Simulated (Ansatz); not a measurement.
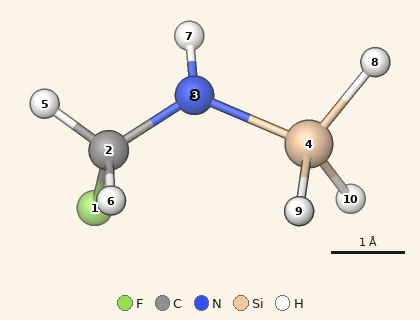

Figure 1. The structure (ball-and-stick view, seen at a tilt; atoms are numbered from 1 in the order of the input).

Single-point calculation, with input and output: CH₆FNSi

The run: single-point calculation of CH₆FNSi. Method and program: RKS PBE0-d3bjatm/6-311G** (Ansatz 0.2.0).

The geometry comes from this level: PBE0-D4/def2-TZVP.

## Input
```yaml
crystal:
  periodic: [false, false, false]
  atoms:
    - {symbol: F, position_ang: [-1.309633, 0.908559, -1.435589]}
    - {symbol: C, position_ang: [-0.160834, 1.172256, -0.677100]}
    - {symbol: N, position_ang: [0.561631, 0.010845, -0.359387]}
    - {symbol: Si, position_ang: [0.076065, -1.102028, 0.877581]}
    - {symbol: H, position_ang: [0.440083, 1.862893, -1.273502]}
    - {symbol: H, position_ang: [-0.506721, 1.664109, 0.235776]}
    - {symbol: H, position_ang: [1.119043, -0.340950, -1.123068]}
    - {symbol: H, position_ang: [1.266307, -1.912020, 1.240809]}
    - {symbol: H, position_ang: [-0.384937, -0.280639, 2.025692]}
    - {symbol: H, position_ang: [-1.018006, -2.034226, 0.491686]}
basis:
  gaussian: {orbitals: "6-311G**"}
hamiltonian: {xc: {name: PBE0}, dispersion: d3bjatm}
output: {forces: true}
```

Hardware: 2 threads of Arm Neoverse V1, 23 GiB of memory available, shared host.

Launched with:
```bash
ansatz run in.yaml --threads 2 --pin off --events-out ev --progress --plain --max-ram 4352MiB
```

## What the program printed
```
Error: [file] can't be read: No such file or directory (os error 2)
```

## Outcome

- outcome: refused by the program

## Diagnosis

A setting was made wrong on purpose: basis. The program refused the input: “[file] can't be read: No such file or directory (os error 2)”
